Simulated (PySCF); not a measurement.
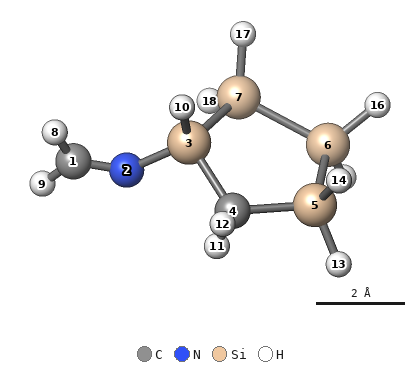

Figure 1. The input geometry (ball-and-stick view, seen at a tilt; atoms are numbered from 1 in the order of the input). Bond lengths as drawn: C–H 1.09 Å, C–N 1.25 Å, C–Si 1.91 Å, H–Si 1.47 to 1.48 Å, N–Si 1.72 Å and Si–Si 2.32 to 2.33 Å.

## C$_{2}$H$_{11}$NSi$_{4}$: excited-state calculation

- system: C$_{2}$H$_{11}$NSi$_{4}$
- method: TDDFT CAM-B3LYP/def2-SVPD, vertical, gas phase, core orbitals frozen in the response (PySCF 2.14.0)

The geometry comes from this level: GFN2-xTB. It belongs to a series of runs on one base structure; here: H on Si replaced by N=CH2.

The program's output
```
coarse grid: 16552 points
cycle   1  E = -1294.8004782666  dE =  4.844e-01  |g| = 4.848e-01  |ddm| = 5.779e+00
cycle   2  E = -1294.7739259426  dE =  2.655e-02  |g| = 6.289e-01  |ddm| = 1.681e+00
cycle   3  E = -1294.8631572608  dE = -8.923e-02  |g| = 7.306e-02  |ddm| = 9.837e-01
cycle   4  E = -1294.8643193015  dE = -1.162e-03  |g| = 3.875e-02  |ddm| = 1.734e-01
cycle   5  E = -1294.8647119779  dE = -3.927e-04  |g| = 5.760e-03  |ddm| = 5.947e-02
cycle   6  E = -1294.8647229870  dE = -1.101e-05  |g| = 1.948e-03  |ddm| = 1.426e-02
cycle   7  E = -1294.8647243089  dE = -1.322e-06  |g| = 5.660e-04  |ddm| = 4.386e-03
final grid: 140208 points
cycle   8  E = -1295.0343580995  dE = -1.781e-05  |g| = 2.232e-03  |ddm| = 4.558e-02
cycle   9  E = -1295.0343583567  dE = -2.572e-07  |g| = 2.092e-03  |ddm| = 7.507e-03
cycle  10  E = -1295.0343594383  dE = -1.082e-06  |g| = 3.411e-04  |ddm| = 3.477e-03
cycle  11  E = -1295.0343594600  dE = -2.167e-08  |g| = 1.631e-04  |ddm| = 6.627e-04
cycle  12  E = -1295.0343594659  dE = -5.944e-09  |g| = 3.036e-05  |ddm| = 3.198e-04
cycle  13  E = -1295.0343594662  dE = -2.724e-10  |g| = 8.013e-06  |ddm| = 5.846e-05
```

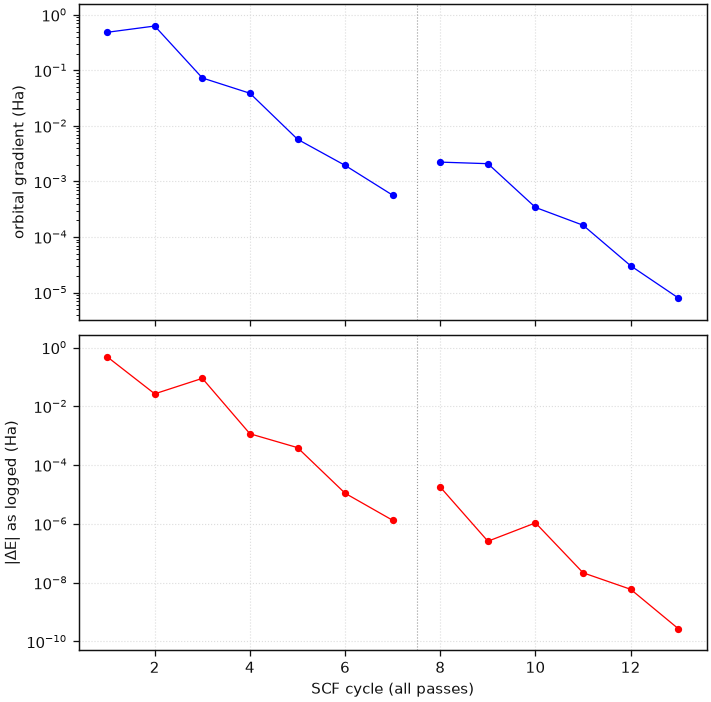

Figure 2. Convergence of the self-consistent field: orbital gradient and size of the energy change against the SCF cycle. The dotted line marks the change from a coarse to the final integration grid. The first 7 cycles use a coarse grid, the final grid takes over at cycle 8, and the field converges after 13 cycles in all.

```
converged SCF energy = -1295.0343594662

Static polarisability (au): isotropic 144.154, principal 113.989 140.879 177.594

Singlet excitations
state   eV       nm        f      main configurations
  1   4.0050    309.6   0.00037   H->L 0.47, H->L+1 0.40
  2   5.3943    229.8   0.00207   H-1->L 0.60, H-1->L+1 0.25
  3   5.8776    210.9   0.00272   H->L 0.36, H->L+1 0.34
  4   6.1343    202.1   0.05572   H-2->L 0.55, H-2->L+1 0.17, H-1->L 0.09
  5   6.3093    196.5   0.13368   H-1->L+1 0.36, H->L+3 0.16, H-2->L+1 0.14
  6   6.4492    192.2   0.12953   H->L+3 0.54, H-1->L+1 0.14, H->L+5 0.12
  7   6.6746    185.8   0.08741   H-1->L+2 0.46, H-1->L+3 0.17, H-2->L+2 0.09
  8   6.7597    183.4   0.03266   H-3->L 0.23, H->L+2 0.21, H-1->L+3 0.13

Triplet excitations (Tamm-Dancoff, eV): 3.4108 4.7669 5.0635
```

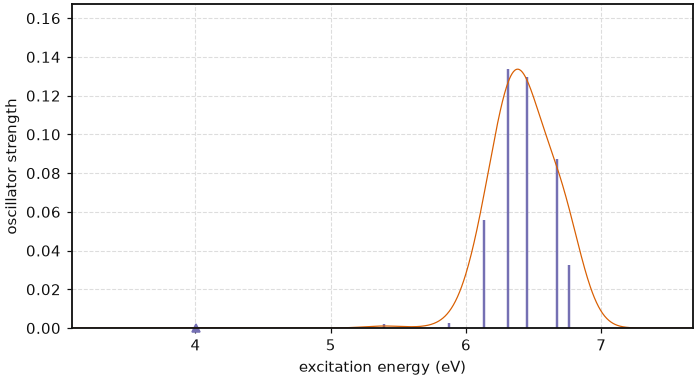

Figure 3. Computed excitations as sticks (degenerate states added up, dark ones marked on the axis), with a Gaussian envelope of 0.35 eV full width at half maximum, scaled to the tallest. Of the 8 states the lowest lies at 4.00 eV (f = 0.000); the strongest line is at 6.31 eV, or 197 nm (f = 0.134).

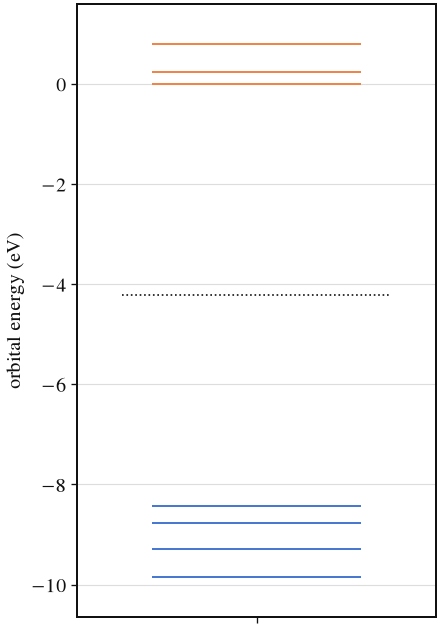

Figure 4. Orbital energies near the frontier; the dotted line parts filled from empty levels, and levels within 0.02 eV of each other stand side by side. Highest filled −8.43 eV, lowest empty 0.00 eV, 8.43 eV apart.

This output came from the following input.

Input file
```
{"job": {"kind": "uv", "xc": "CAM-B3LYP", "basis": "def2-SVPD", "nstates": 8, "ntriplets": 3}, "charge": 0, "multiplicity": 1}
C      3.033832    -0.085782     1.789257
N      1.848732    -0.119490     1.393824
Si     1.074044    -0.025442    -0.134071
C     -0.126796    -1.514923    -0.113340
Si    -1.807150    -1.234405    -0.978770
Si    -2.320551     0.999233    -0.596664
Si    -0.235490     1.893231    -0.061501
H      3.908276    -0.040029     1.134541
H      3.240368    -0.104402     2.856605
H      1.942066    -0.152758    -1.322572
H     -0.318655    -1.764912     0.930686
H      0.362165    -2.389161    -0.540697
H     -2.754207    -2.238376    -0.471725
H     -1.631551    -1.551296    -2.405488
H     -3.331163     1.176038     0.456292
H     -2.945114     1.637111    -1.764961
H      0.231973     2.895979    -1.032891
H     -0.179541     2.625703     1.209830
```

The first line tells a small driver script what to run in PySCF; the rest is the geometry in Å.

Command:
```bash
OMP_NUM_THREADS=1 python <driver script> task.json out
```

Results in brief

| quantity | value |
| --- | --- |
| outcome | converged |
| total energy | −1295.034359 hartree |
| HOMO | −8.43 eV |
| LUMO | 0.00 eV |
| dipole moment | 1.74 D |
| mean polarisability | 144.15 a.u. |
| lowest singlet excitation | 4.00 eV |
| hardware | 1 CPU thread, shared host |
| wall time | 98 s |
| peak memory | 1.1 GiB |
